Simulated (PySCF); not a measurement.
Molecule: SMILES C[Si](C)([Al]([CH3])[Cl])C. Atoms near the plane z = 1.5 Å, at the GFN2-xTB optimised geometry (x, y, z in Å): Al1 (0.8, -0.3, 0.0), Cl2 (2.8, -0.3, 0.0), C3 (-0.1, -2.1, 0.0), H4 (-1.2, -2.1, 0.0), H5 (0.2, -2.7, 0.9), Si7 (-0.4, 1.9, 0.0), C8 (-2.3, 1.7, 0.0), C10 (0.1, 2.9, 1.5), H11 (-2.8, 2.7, 0.0), H13 (-2.6, 1.1, 0.9), H17 (1.1, 3.1, 1.6), H18 (-0.3, 2.5, 2.5), H19 (-0.4, 3.9, 1.5).

Method: PBE0/def2-SVP in PySCF 2.14.0. Cells within 0.4 Å of a nucleus heavier than hydrogen are left out (blank, or x). The values are rescaled to run from 0 to 1.

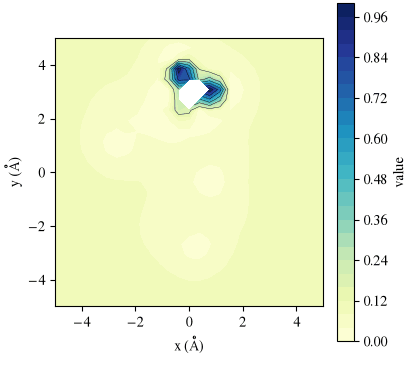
Fig. 1. a field on the plane z = 1.5 Å.

Q: Which quantity is mapped?
A) Laplacian of the electron density
B) log10 of the electron density
C) deformation density (molecule minus spherical neutral atoms)
D) electron localisation function

A: C, deformation density (molecule minus spherical neutral atoms). In full: deformation density (molecule minus spherical neutral atoms) (e/bohr³).
